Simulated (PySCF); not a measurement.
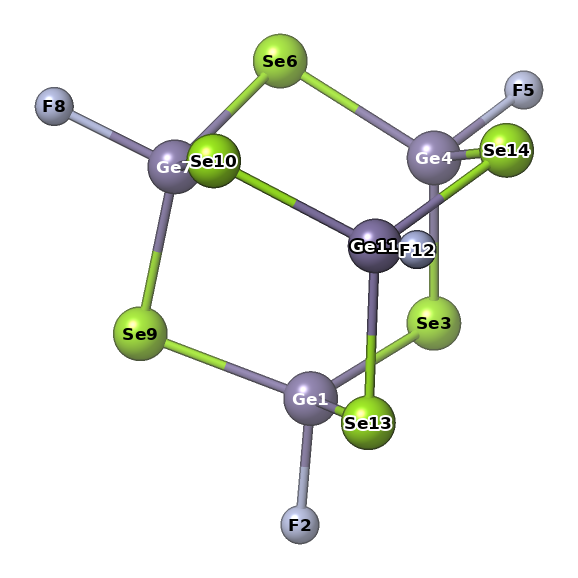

Ge1 lies behind Se13. The molecule seen a little off the Se13–Ge1 bond, Se13 in front. Distant atoms are faded towards the background colour. The geometry was computed by an optimisation with PBE0-D3(BJ)/def2-SVP. No frequency run is at hand to confirm it as a minimum.

> What is the torsion angle Ge11–Se13–Ge1–Se3? The sign is positive where the front bond must turn clockwise to cover the back bond.

69°, synclinal (gauche).
